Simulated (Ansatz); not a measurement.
# Sn5PbSe6: what a guessed cell relaxes into

Aim: relax a trial structure of Sn5PbSe6 and see where it ends.

Computed with Ansatz 0.2.0 (DFT PBE, scalar-relativistic, plane waves, PAW, unless a step's input says otherwise).

## Step 1: The structure to begin with

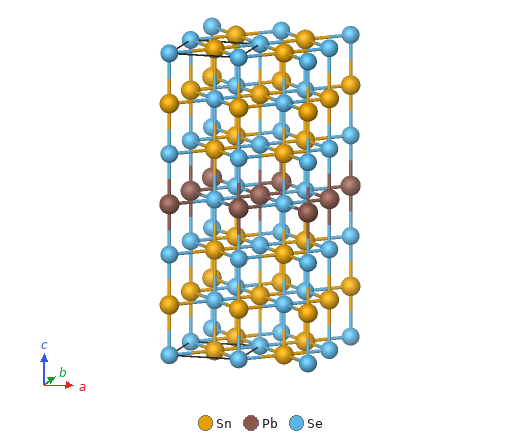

Start, viewed slightly off an axis; tin amber, lead brown, selenium blue. 2×2×1 cells are drawn. Atoms on the faces are drawn again on the opposite ones.

Structure file:

```
Sn Pb Se
1.0
     4.31511    0.00000    0.00000
     0.00000    4.31511    0.00000
     0.00000    0.00000   18.30744
Sn Pb Se
5 1 6
Direct
  0.00000 0.00000 0.83333
  0.50000 0.50000 0.66667
  0.50000 0.50000 0.33333
  0.00000 0.00000 0.16667
  0.50000 0.50000 0.00000
  0.00000 0.00000 0.50000
  0.00000 0.00000 0.66667
  0.50000 0.50000 0.50000
  0.00000 0.00000 0.33333
  0.50000 0.50000 0.16667
  0.00000 0.00000 0.00000
  0.50000 0.50000 0.83333
```

The start is an ordering of an alloy on its end members' structure types: elements ordered on the sites of the SnSe type, Pb/Sn on Sn (P4/mmm, No. 123).

## Step 2: The guess as it stands, on a coarse mesh

The input, input.yaml:

```yaml
crystal:
  lattice:
    - [4.31510513, 0.0, 0.0]
    - [0.0, 4.31510513, 0.0]
    - [0.0, 0.0, 18.30744059]
  atoms:
    - { symbol: Sn, position: [0.0, 0.0, 0.83333333] }
    - { symbol: Sn, position: [0.5, 0.5, 0.66666667] }
    - { symbol: Sn, position: [0.5, 0.5, 0.33333333] }
    - { symbol: Sn, position: [0.0, 0.0, 0.16666667] }
    - { symbol: Sn, position: [0.5, 0.5, 0.0] }
    - { symbol: Pb, position: [0.0, 0.0, 0.5] }
    - { symbol: Se, position: [0.0, 0.0, 0.66666667] }
    - { symbol: Se, position: [0.5, 0.5, 0.5] }
    - { symbol: Se, position: [0.0, 0.0, 0.33333333] }
    - { symbol: Se, position: [0.5, 0.5, 0.16666667] }
    - { symbol: Se, position: [0.0, 0.0, 0.0] }
    - { symbol: Se, position: [0.5, 0.5, 0.83333333] }
basis:
  ecutwfc: 420
kpoints:
  mp_grid: { grid: [4, 4, 1] }
hamiltonian:
  xc: pbe
scf:
  occupations: { method: gaussian, width: 0.1 }
  lower_state_search: "off"
output:
  forces: true
  stress: true
  eigenvalues: true
```

The run is started by

```sh
$ ansatz run input.yaml --threads 1 --pin off --max-ram 2560MiB --backend cpu --events-out ev --progress --plain --runs-dir out
```

The program printed (excerpt; [...] marks lines left out):

```text
[...]
SCF converged after 8 iterations
Free energy (F): -74847.521266 eV
[...]
E sigma→0 (E₀):  -74847.521229 eV
Entropy (-TS):   -0.000075 eV (-0.006 meV/atom)
Fermi energy:    8.778226 eV
[...]
--- Forces (eV/Å), atoms counted from 1 ---
  atom   1  Sn     0.00000000     0.00000000    -0.00560373
  atom   2  Sn     0.00000000     0.00000000     0.02013700
  atom   3  Sn     0.00000000     0.00000000    -0.02013700
  atom   4  Sn     0.00000000     0.00000000     0.00560373
  atom   5  Sn     0.00000000     0.00000000     0.00000000
  atom   6  Pb    -0.00000000    -0.00000000     0.00000000
  atom   7  Se     0.00000000     0.00000000     0.21247400
  atom   8  Se     0.00000000     0.00000000     0.00000000
[...]
--- Stress (GPa, compression-positive) ---
        0.443482       0.000000       0.000000
        0.000000       0.443482       0.000000
        0.000000       0.000000      -2.035713
  P = ⅓ Tr σ = -0.3829 GPa (-3.829 kbar)
--- Band table (eV; the first three rows and the last of 6) ---
[...]
```

Wall time 14 s (1 thread of Intel Xeon Platinum 8259CL at 2.50GHz (Skylake/Cascade Lake), shared host); peak memory 0.72 GiB.

Read-out: pressure -0.4 GPa, largest force 0.21 eV/Å, gap on this mesh 0.50 eV. The coarse relaxation is skipped.

## Step 3: Relaxation on the finer mesh

Changes to input.yaml since step 2:

```diff
@@ -21,3 +21,3 @@
 kpoints:
-  mp_grid: { grid: [4, 4, 1] }
+  mp_grid: { grid: [8, 8, 2] }
 hamiltonian:
@@ -25,4 +25,3 @@
 scf:
-  occupations: { method: gaussian, width: 0.1 }
-  lower_state_search: "off"
+  occupations: { method: gaussian, width: 0.02 }
 output:
@@ -31 +30,10 @@
   eigenvalues: true
+  write_density: true
+  write_potential: true
+  elf: true
+  volumetric_format: npy
+relax:
+  adjacent_minimum: "off"
+  f_tol: 0.01
+  max_steps: 80
+  cell: { stress_tol: 0.05 }
```

The run is started by

```sh
$ ansatz run input.yaml --threads 1 --pin off --max-ram 2560MiB --backend cpu --events-out ev --progress --plain --runs-dir out
```

The program printed:

```text
Warning: RAYON_NUM_THREADS=1 ignored (pool sized by the plan → 1); use --threads N
Engine: ansatz 0.2.0, x86_64-unknown-linux-gnu
Pseudopotentials: kind: paw
Pseudopotential: Sn, paw, valence charge 14, recommended cutoff 420 eV (normal), Sn.paw.azcp
Pseudopotential: Pb, paw, valence charge 14, recommended cutoff 420 eV (normal), Pb.paw.azcp
Pseudopotential: Se, paw, valence charge 16, recommended cutoff 420 eV (normal), Se.paw.azcp
Functional definition: PBE
  parameter kappa = 0.804
  parameter beta = 0.06672455060314922
  exchange = pbe_x(kappa = kappa, mu = beta*pi^2/3)
  correlation = pbe_c(beta = beta)
Crystal: 12 atoms, lattice volume = 340.887 Å³
Basis set: ecut = 420 eV, 6621 PW (Γ), exchange–correlation on 60×60×250 points (8 copies of the dense FFT grid, shifted against one another)
Bands: 108, of which v1, the nominal top of the filled ones, is band 90 counted from 1 (89 counted from 0)
Symmetry: 16 space group operations
Space group: P4/mmm (ITA 123), of the structure as read, at distance tolerance 7.0e-5 Å
k-points: 30 of 128
Non-local potential: Sn, projectors of the file, l = 0: 2, l = 1: 2, l = 2: 2, l = 3: 2
Non-local potential: Pb, projectors of the file, l = 0: 2, l = 1: 2, l = 2: 2, l = 3: 2
Non-local potential: Se, projectors of the file, l = 0: 2, l = 1: 2, l = 2: 3, l = 3: 1
PAW form: soft (Blöchl's): semilocal exchange-correlation on the pseudo side does not see the compensation charge
PAW one-centre angular grid: Sn, 590 points (default); XC on 64 Gauss nodes
PAW one-centre angular grid: Pb, 590 points (default); XC on 64 Gauss nodes
PAW one-centre angular grid: Se, 590 points (default); XC on 64 Gauss nodes
Initial density: superposition of atomic densities (neutral atoms: chi_scale 0, normalization atom), corrected by the library's trained network
Initial wavefunctions: pseudopotential atomic-orbital guess
Functional: x = pbe(κ = 0.804, μ = 0.2195149727645171), c = pbe(β = 0.06672455060314922)
SCF iter   1: F=—  HF=-74847.378382 eV  |F-HF|=—  |Δ(HF+E_count)|=         —  Δρ=5.41e-4  dr2=1.03e-3  ethr=1.77e-3  ⟨swp⟩=6.1  Hψ=11978  notcnv=0  defer=16
preconditioner: auto → Resta (q_TF=auto, 2.453 Å⁻¹)  ε∞=2.9  [insulator: Δε(μ)=0.226 eV  Ē_g=16.160 eV  σ=0.020 eV  W_gap=1.00  n_scr=86 (ndim 8)  ℏωp=22.0 eV  f_vac=0.020  D(μ)=0.00/eV (n_scr^D=0)  ε∞_Penn≈2.9]
SCF iter   2: F=—  HF=-74847.374396 eV  |F-HF|=—  |Δ(HF+E_count)|=   3.99e-3  Δρ=4.25e-4  dr2=6.25e-4  ethr=5.75e-7  ⟨swp⟩=3.0  Hψ=6934  notcnv=0  defer=263
SCF iter   3: F=—  HF=-74847.374451 eV  |F-HF|=—  |Δ(HF+E_count)|=   5.50e-5  Δρ=2.63e-4  dr2=2.01e-4  ethr=3.47e-7  ⟨swp⟩=3.0  Hψ=5139  notcnv=0  defer=263
SCF iter   4: F=—  HF=-74847.374585 eV  |F-HF|=—  |Δ(HF+E_count)|=   1.33e-4  Δρ=9.02e-5  dr2=1.90e-4  ethr=1.12e-7  ⟨swp⟩=2.0  Hψ=4683  notcnv=0  defer=263
SCF iter   5: F=—  HF=-74847.374597 eV  |F-HF|=—  |Δ(HF+E_count)|=   1.30e-5  Δρ=4.80e-5  dr2=6.92e-6  ethr=1.05e-7  ⟨swp⟩=2.0  Hψ=3259  notcnv=0  defer=263
SCF iter   6: F=—  HF=-74847.374342 eV  |F-HF|=—  |Δ(HF+E_count)|=   2.56e-4  Δρ=1.58e-5  dr2=8.21e-7  ethr=3.84e-9  ⟨swp⟩=2.0  Hψ=4683  notcnv=0  defer=263
SCF iter   7: F=—  HF=-74847.374341 eV  |F-HF|=—  |Δ(HF+E_count)|=   4.31e-7  Δρ=9.13e-6  dr2=2.34e-7  ethr=4.56e-10  ⟨swp⟩=2.0  Hψ=5583  notcnv=0  defer=263
SCF iter   8: F=-74847.374341 eV  HF=-74847.374341 eV  |F-HF|=1.14e-8  |Δ(HF+E_count)|=   1.18e-8  Δρ=1.83e-6  dr2=9.88e-9  ethr=5.56e-11  ⟨swp⟩=14.1  Hψ=25404  notcnv=0
SCF 1 converged in 8 iterations: F = -74847.374341 eV  dr2 = 9.88e-9
relax step   1: F+E_penalty+E_count = -74847.37434130 eV  Δ(F+E_penalty+E_count) = +0.000e0 eV  max|allowed force component| = 2.028e-1 eV/Å  Δτ_max = 0.0000 Å  P = -0.333 GPa  Ω = 340.887 Å³  (8 SCF iters, dr2 threshold 1.00e-7 eV, accepted)
[... 14 lines left out ...]
relax step   2: F+E_penalty+E_count = -74847.38567697 eV  Δ(F+E_penalty+E_count) = -1.134e-2 eV  max|allowed force component| = 8.397e-2 eV/Å  Δτ_max = 0.0853 Å  P = +0.200 GPa  Ω = 337.009 Å³  energy of the carried Pulay correction = +4.946e-4 eV  (7 SCF iters, dr2 threshold 1.20e-6 eV, accepted)
[... 12 lines left out ...]
relax step   3: F+E_penalty+E_count = -74847.38948997 eV  Δ(F+E_penalty+E_count) = -3.813e-3 eV  max|allowed force component| = 1.111e-2 eV/Å  Δτ_max = 0.0256 Å  P = -0.004 GPa  Ω = 338.427 Å³  energy of the carried Pulay correction = +3.130e-4 eV  (6 SCF iters, dr2 threshold 4.41e-7 eV, accepted)
[... 10 lines left out ...]
relax step   4: F+E_penalty+E_count = -74847.38959980 eV  Δ(F+E_penalty+E_count) = -1.098e-4 eV  max|allowed force component| = 2.325e-3 eV/Å  Δτ_max = 0.0033 Å  P = +0.002 GPa  Ω = 338.391 Å³  energy of the carried Pulay correction = +3.177e-4 eV  (6 SCF iters, dr2 threshold 7.72e-9 eV, accepted)
[... 11 lines left out ...]
relax step   5: F+E_penalty+E_count = -74847.38926321 eV  Δ(F+E_penalty+E_count) = +3.366e-4 eV  max|allowed force component| = 2.319e-3 eV/Å  Δτ_max = 0.0000 Å  P = +0.002 GPa  Ω = 338.391 Å³  stress off target by 4.34e-3 GPa  SCF on the basis re-selected at this cell (its energy is not comparable with the rows above)  (6 SCF iters)
basis re-selected at this cell: Δ(F+E_penalty+E_count) = +3.366e-4 eV, ΔP = +0.000 GPa vs the last step (what re-selecting the basis moved, of the pressure what is left beyond the Pulay correction that the steps carried, after the strain that the cell walked since its last selection, with what the two solves' SCF thresholds leave and, on support functions, any second-order correction that the steps lacked; it is no measure of the basis error at this ecutwfc). This SCF's stress stands 4.34e-3 GPa from its target on what of the cell is left free (relax.cell.stress_tol is 5.00e-2 GPa) and its largest allowed force component is 2.32e-3 eV/Å (relax.f_tol is 1.00e-2 eV/Å): within both
SCF converged after 6 iterations
Free energy (F): -74847.389263 eV
Harris-Foulkes:  -74847.389263 eV  (|F-HF|=1.46e-11)
Internal energy: -74847.389263 eV  (E = F + TS)
E sigma→0 (E₀):  -74847.389263 eV
Fermi energy:    8.927349 eV
--- Per-component energies (eV) ---
  E_band       = -2862.794349
  E_kinetic    = 1918.440701
  E_local      = -20407.185493  (includes V_loc(G=0)·N_el)
  E_nonlocal   = -3388.875957
  E_hartree    = 10490.858654
  E_xc         = -2762.239356
  E_vxc        = -1203.506357  (∫ρ·V_xc dr)
  E_paw        = -42533.946411  (= ΣΔE_a)
  E_vpaw       = -763.381010  (= ΣTr[D̂ρ^β])
  E_aug_tail   = -0.003587  (compensation charges beyond the density's cutoff)
  E_ewald      = -18164.437814
  E_smearing   = -0.000000  (= −TS)
  E_closure    = 0.000000  (closes the sum)
  Σ components = -74847.389263   (vs F -74847.389263, Δ=0.00e0)
--- Forces (eV/Å), atoms counted from 1 ---
  atom   1  Sn     0.00000000     0.00000000    -0.00221785
  atom   2  Sn     0.00000000     0.00000000     0.00072586
  atom   3  Sn     0.00000000     0.00000000    -0.00072586
  atom   4  Sn     0.00000000     0.00000000     0.00221785
  atom   5  Sn     0.00000000     0.00000000     0.00000000
  atom   6  Pb    -0.00000000    -0.00000000     0.00000000
  atom   7  Se     0.00000000     0.00000000     0.00231853
  atom   8  Se     0.00000000     0.00000000     0.00000000
  atom   9  Se     0.00000000     0.00000000    -0.00231853
  atom  10  Se     0.00000000     0.00000000     0.00215000
  atom  11  Se    -0.00000000    -0.00000000     0.00000000
  atom  12  Se     0.00000000     0.00000000    -0.00215000
  max |Σ_I F_I| component: 1.22e-28 eV/Å
--- Stress (GPa, compression-positive) ---
        0.004340       0.000000       0.000000
        0.000000       0.004340       0.000000
        0.000000       0.000000      -0.002427
  P = ⅓ Tr σ = 0.0021 GPa (0.021 kbar)
--- Band table (eV; the first three rows and the last of 30) ---
  k-point 0: bands = ["-38.8506", "-38.8495", "-38.8492", "-38.8482", "-38.8482", "-38.8455", "-38.8455", "-38.8452", "-38.8452", "-38.8439", "-38.8439", "-38.8439", "-38.8439", "-38.8438", "-38.8438", "-38.8210", "-38.8210", "-38.8196", "-38.8196", "-38.8156", "-38.8156", "-38.8153", "-38.8153", "-38.8153", "-38.8153", "-38.7324", "-38.7277", "-38.7277", "-38.7217", "-38.7192", "-12.8974", "-12.8898", "-12.8847", "-12.8842", "-12.8804", "-12.8804", "-12.8800", "-12.8783", "-12.8783", "-12.8694", "-12.8694", "-12.8691", "-12.8691", "-12.8685", "-12.8684", "-12.8684", "-12.8672", "-12.8661", "-12.8659", "-12.8562", "-12.8559", "-12.8548", "-12.8548", "-12.8536", "-12.8536", "-8.3454", "-8.2993", "-8.2768", "-8.2692", "-8.2692", "-4.9448", "-4.7081", "-4.6859", "-4.1353", "-4.1009", "-3.7748", "1.3896", "2.1671", "2.4428", "2.6960", "2.7718", "3.4828", "3.5001", "5.2598", "5.2598", "5.4501", "5.5456", "5.5456", "5.5808", "5.5808", "5.6270", "6.2268", "6.2268", "6.2682", "6.2682", "6.6487", "6.6487", "6.6501", "7.8511", "7.8631", "10.3225", "10.4618", "11.9143", "12.2636", "12.3072", "12.4021", "12.4140", "12.8420", "12.8420", "12.8913", "12.8913", "13.0027", "13.0678", "13.0678", "13.4453", "13.4605", "13.4605", "13.5531"]
[... 3 lines left out ...]
--- Relaxed structure (4 steps of the walk, 4 accepted, 1 SCFs on fresh bases) ---
  F+E_penalty+E_count = -74847.38926321 eV   max|allowed force component| = 2.319e-3 eV/Å   (the final SCF, on the basis selected at the relaxed cell)
  cell:  # Å, volume = 338.3912 Å³
    - [4.304222155912162, 2.3886446996254433e-34, 0.0]
    - [2.3886446996254433e-34, 4.304222155912162, 0.0]
    - [0.0, 0.0, 18.265422352567978]
  atoms:
    - { symbol: Sn, position: [1.0560576461986999e-36, 1.747988795298794e-37, 0.8342817692362865] }
    - { symbol: Sn, position: [0.5, 0.5, 0.6679877655332318] }
    - { symbol: Sn, position: [0.5, 0.5, 0.3320122344667682] }
    - { symbol: Sn, position: [1.0615059229632676e-36, 1.8024715629444708e-37, 0.16571823076371356] }
    - { symbol: Sn, position: [0.5, 0.5, -2.368877653117113e-20] }
    - { symbol: Pb, position: [2.8594372552705983e-36, -3.768391428825972e-38, 0.5] }
    - { symbol: Se, position: [2.6333337695410376e-38, -3.427874131040492e-37, 0.6699180897067089] }
    - { symbol: Se, position: [0.5, 0.5, 0.5] }
    - { symbol: Se, position: [2.0885060930842708e-38, -3.427874131040492e-37, 0.33008191029329104] }
    - { symbol: Se, position: [0.5, 0.5, 0.16623336237703315] }
    - { symbol: Se, position: [-2.4144946528309056e-36, 5.902299828281642e-39, -2.368877653117113e-20] }
    - { symbol: Se, position: [0.5, 0.5, 0.8337666376229667] }
```

Run time: 6.9 min. Hardware: 1 thread of Intel Xeon Platinum 8259CL at 2.50GHz (Skylake/Cascade Lake), shared host; peak memory 1.1 GiB.

The steps of the relaxation:

| step | energy from step 1 (eV/cell) | largest force component (eV/Å) | pressure (GPa) | volume (Å³) |
| --- | --- | --- | --- | --- |
| 1 | 0.0000 | 0.2028 | -0.33 | 340.89 |
| 2 | -0.0113 | 0.0840 | 0.20 | 337.01 |
| 3 | -0.0151 | 0.0111 | 0.00 | 338.43 |
| 4 | -0.0153 | 0.0023 | 0.00 | 338.39 |
| 5 | -0.0149 | 0.0023 | 0.00 | 338.39 |

Step 1 is the start. Step 5 repeats the geometry before it on a plane-wave basis chosen anew for that cell, so its energy need not be comparable with the rows above.

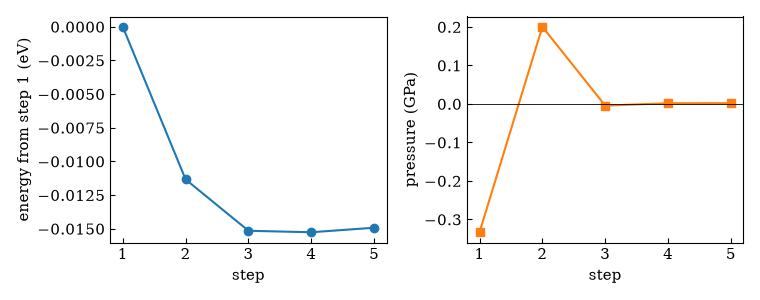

Energy and pressure along the relaxation.

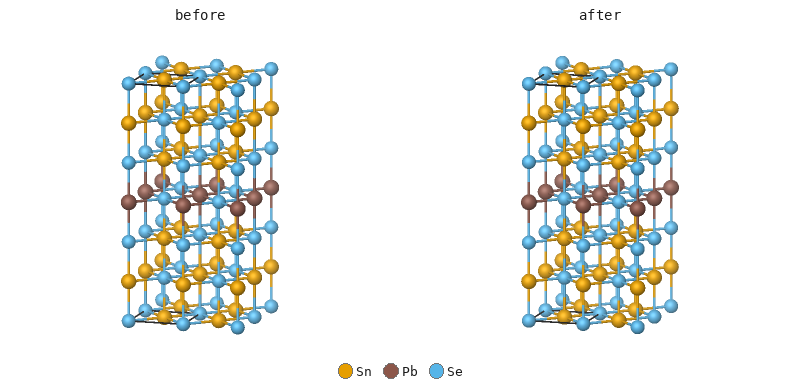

The structure before (left) and after (right) the relaxation, drawn at the same scale. The change is too small to see at this scale.

|  | before | after | change |
| --- | --- | --- | --- |
| a (Å) | 4.315 | 4.304 | -0.3 % |
| b (Å) | 4.315 | 4.304 | -0.3 % |
| c (Å) | 18.307 | 18.265 | -0.2 % |
| volume (Å³/atom) | 28.41 | 28.20 | -0.7 % |
| shortest distance (Å) | 3.051 | 3.002 | -1.6 % |
| space group (0.01 Å) | P4/mmm | P4/mmm | same |

The run keeps the 16 symmetry operations of the start, so it could not have lowered the symmetry.

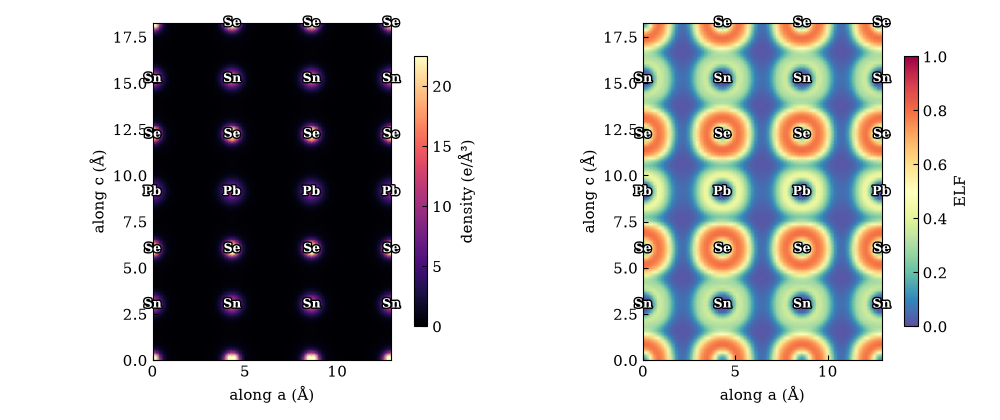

Density (left) and ELF (right) in a lattice plane of the grid's cell (edges 4.30 and 18.27 Å, at 0.000 of the third edge), which holds Sn and Pb and Se. Only atoms in the plane are labelled; the density scale stops at 22.45 e/Å³. Both are smooth fields of the valence electrons: close to the nuclei they are not physical.

Outside the cores ELF peaks at 0.80 in the shell around Se, 0.8 Å from Se.

## Step 4: A further run, with the input changed

The input, input.yaml:

```yaml
crystal:
  lattice:
    - [4.3042221559, 0.0, 0.0]
    - [0.0, 4.3042221559, 0.0]
    - [0.0, 0.0, 18.2654223526]
  atoms:
    - { symbol: Sn, position: [0.0, 0.0, 0.8342817692] }
    - { symbol: Sn, position: [0.5, 0.5, 0.6679877655] }
    - { symbol: Sn, position: [0.5, 0.5, 0.3320122345] }
    - { symbol: Sn, position: [0.0, 0.0, 0.1657182308] }
    - { symbol: Sn, position: [0.5, 0.5, 0.0] }
    - { symbol: Pb, position: [0.0, 0.0, 0.5] }
    - { symbol: Se, position: [0.0, 0.0, 0.6699180897] }
    - { symbol: Se, position: [0.5, 0.5, 0.5] }
    - { symbol: Se, position: [0.0, 0.0, 0.3300819103] }
    - { symbol: Se, position: [0.5, 0.5, 0.1662333624] }
    - { symbol: Se, position: [0.0, 0.0, 0.0] }
    - { symbol: Se, position: [0.5, 0.5, 0.8337666376] }
basis:
  ecutwfc: 420
kpoints:
  mp_grid: { grid: [3, 3, 1] }
hamiltonian:
  xc: pbe
scf:
  occupations: { method: methfessel_paxton, width: 0.1 }
output:
  forces: true
  eigenvalues: true
  stress: true
total_charge: -1
```

The run is started by

```sh
$ ansatz run input.yaml --threads 1 --pin off --max-ram 2560MiB --backend cpu --events-out ev --progress --plain --runs-dir out
```

The program printed (excerpt; [...] marks lines left out):

```text
Warning: RAYON_NUM_THREADS=1 ignored (pool sized by the plan → 1); use --threads N
[...]
[... 5 set-up lines as earlier in the session ...]
[...]
Crystal: 12 atoms, lattice volume = 338.391 Å³
Basis set: ecut = 420 eV, 6581 PW (Γ), exchange–correlation on 60×60×250 points (8 copies of the dense FFT grid, shifted against one another)
Bands: 109, of which v1, the nominal top of the filled ones, is band 91 counted from 1 (90 counted from 0)
[... 2 set-up lines as earlier in the session ...]
k-points: 3 of 9
[...]
Free energy (F): -74838.279985 eV
[...]
E sigma→0 (E₀):  -74838.272200 eV
Entropy (-TS):   -0.031139 eV (-2.595 meV/atom)
Fermi energy:    9.982267 eV
[...]
--- Forces (eV/Å), atoms counted from 1 ---
  atom   1  Sn     0.00000000     0.00000000     0.02445100
  atom   2  Sn     0.00000000     0.00000000     0.01865907
  atom   3  Sn     0.00000000     0.00000000    -0.01865907
  atom   4  Sn    -0.00000000     0.00000000    -0.02445100
  atom   5  Sn     0.00000000    -0.00000000     0.00000000
  atom   6  Pb     0.00000000     0.00000000     0.00000000
  atom   7  Se    -0.00000000     0.00000000    -0.05218217
  atom   8  Se     0.00000000    -0.00000000     0.00000000
[...]
--- Stress (GPa, compression-positive) ---
        0.270958      -0.000000       0.000000
       -0.000000       0.270958       0.000000
        0.000000       0.000000      -0.833047
  P = ⅓ Tr σ = -0.0970 GPa (-0.970 kbar)
--- Band table (eV) ---
[...]
```

Wall time 12 s (1 thread of Intel Xeon Platinum 8259CL at 2.50GHz (Skylake/Cascade Lake), shared host); peak memory 0.67 GiB.

## Step 5: Can this result be trusted?

The program finished normally. Convergence says nothing about whether the input makes sense.

The suspect setting: total_charge is -1. The typed charge changes the electron count, so this is no longer the system that was meant.

To undo it: delete total_charge (the default then holds).

```
    run     ending   energy change  pressure (GPa)  gap (eV)  force (eV/Å)  cycles     time
 step 3  converged               -             0.0      0.25          0.00       -  6.9 min
altered  converged  not comparable            -0.1      0.00          0.05      12     12 s
```

After a change of charge the difference of the totals has no physical meaning; the Fermi level moves into a band, so no gap parts filled from empty levels (it was 0.25 eV) and the largest force goes from 0.00 to 0.05 eV/Å. The k-point mesh and smearing changed too.

## Step 6: Results

| quantity | value |
| --- | --- |
| symmetry at the end (tolerance 0.02 Å) | space group P4/mmm (No. 123) |
| conventional cell | a = 4.304 Å, b = 4.304 Å, c = 18.265 Å, α = 90.00°, β = 90.00°, γ = 90.00° |
| volume | 28.20 Å³/atom |
| energy over the elements, grey Sn | -0.45 eV/atom |
| gap on the mesh | 0.25 eV |

What this shows: The space group P4/mmm (No. 123) is kept, and the volume per atom shrinks by 0.7 % from the first guess. A negative formation energy is needed for stability but isn't enough; other structures and compounds were not set against it here. No finished test with a distortion of lower symmetry is shown, so the end may be a saddle point. These runs have no spin-orbit coupling; with Pb it would split and shift bands.

In a charged cell the pressure and stress hold a term of the neutralising background, so they aren't those of the solid.
